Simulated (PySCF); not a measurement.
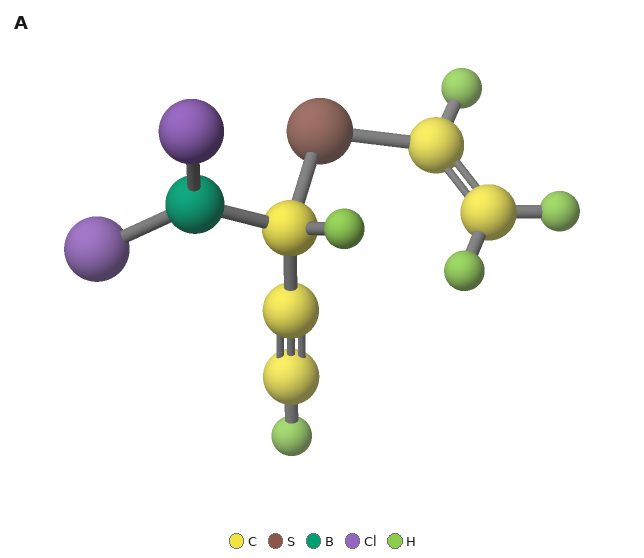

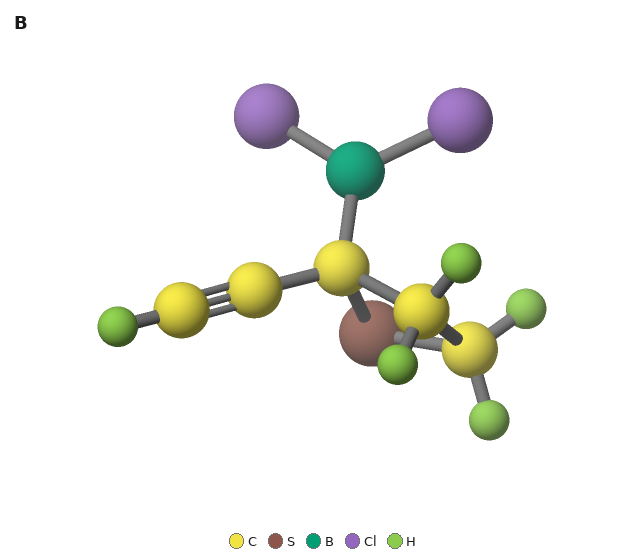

2 stationary structures of one formula. Geometries: GFN2-xTB. Electronic energies: PBE0/pcSseg-1 (PySCF 2.14.0), without zero-point energy. No frequency run is at hand to confirm each as a minimum. Each is one conformer, not always the lowest.

Rank them by energy, lowest first.

Answer. B is lowest; A lies 49.8 kJ/mol above it. A is `C#C[C@@H](SC=C)B(Cl)Cl`, B is `C#C[C@@]1(B(Cl)Cl)CCS1`.

The geometry is semi-empirical. Around B such bond lengths and angles can be off by a tenth of an ångström or more and by several degrees, and values that hang on the shape move with them.
